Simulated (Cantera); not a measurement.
Charge: 1 mol Si, 5.1 mol HCl, 0.74 mol H2, 0.89 mol Cl2, equilibrated at 1.10 bar.

Method: chemical equilibrium by Gibbs-energy minimisation in Cantera with the NASA 1993 tables (ideal gas, pure condensed phases). Candidate condensed phases: Si; 19 gas species. The tables' values for SiCl3 are old estimates; treat these amounts as uncertain. Rates play no part.

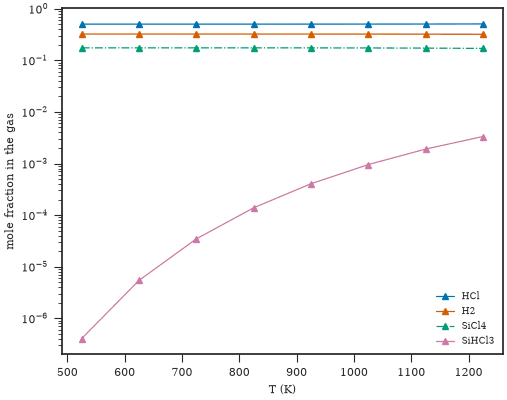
Equilibrium gas composition (values under 1e-9 drawn at 1e-9)

Read off the mole fractions at 1125 K.

HCl about 0.50, H2 about 0.32, SiCl4 about 0.17, SiHCl3 about 0.0019.
